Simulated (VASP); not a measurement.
Band structure of BeI2 (space group Ibam). Computed with PBEsol GGA, VASP's PBE PAW potentials (set 64) (plane waves; VASP).

Without a dispersion term in the relaxation, distances and binding between the weakly bound layers, chains or molecules are unreliable, and so is what depends on them. Unless said otherwise, spin-orbit coupling is left out, though it shifts the bands of the heavy elements here.

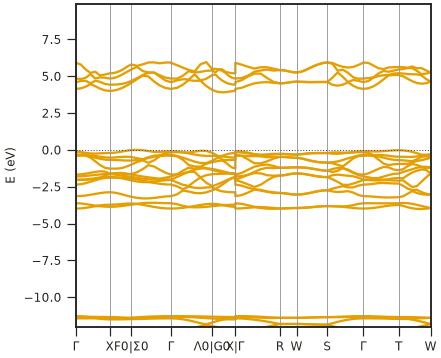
Bands along high-symmetry lines, zero at the valence-band maximum or, without a gap, the Fermi level

Problem. Read the plot: is there a gap, and where are the band edges?

Solution. The gap is indirect, 3.91 eV, from the valence maximum at Σ0-Γ at 0.14 to the conduction minimum at G0-X at 0.43. (Edges off the drawn lines would not show.)

The structure comes from a computed database's BeI2 entry (Ibam), a phase known from measurement. It was relaxed first.
